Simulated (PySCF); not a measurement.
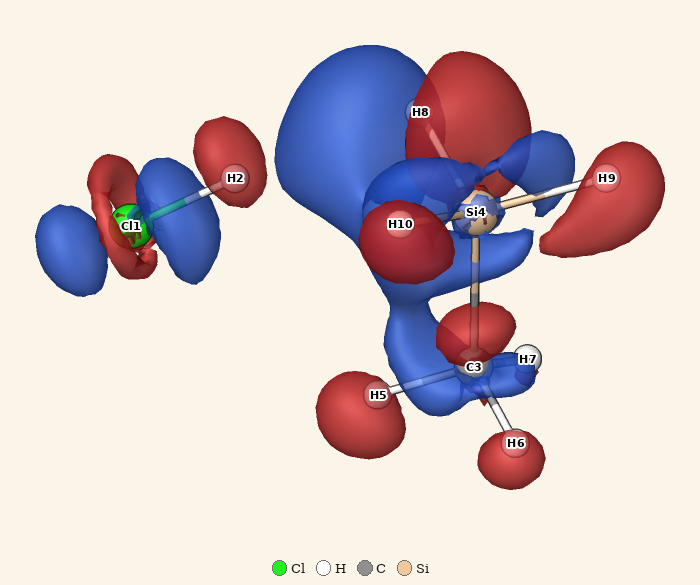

*CH$_{7}$ClSi, SMILES `Cl.C[SiH3]`. Density of the complex less the densities of the two fragments at the same geometry, ±0.002 e/Å³ (blue: gain, red: loss). Fragment A: HCl (atoms 1–2); fragment B: SiH6C.*

Computed with PySCF, B3LYP/def2-SVPD, geometry: GFN2-xTB. GFN2-xTB bond lengths at metals and heavier atoms can be off by up to 0.1 Å and shapes distorted, which carries into these values.

How is the density rearranged on binding?

Hirshfeld charges show 0.010 e passing from B to A. By Hirshfeld charges, electrons gather most on Cl1 (−0.008 e) and leave H9 most (+0.005 e); 0.05 e is displaced in all, which induces a dipole of 0.35 D.

What is the interaction energy, and which contacts carry it?

The counterpoise-corrected interaction energy of the frozen fragments is −0.1 kcal/mol without dispersion correction and −1.9 kcal/mol with D3(BJ). The pair geometry is semi-empirical, not a minimum at this level. Contacts: H2···H8, H···H contact, 2.21 Å, ρ = 0.008 a.u.; Cl1···H5, 3.26 Å, ρ = 0.004 a.u. The pose is a local one from a semi-empirical search, not shown to be the most stable.
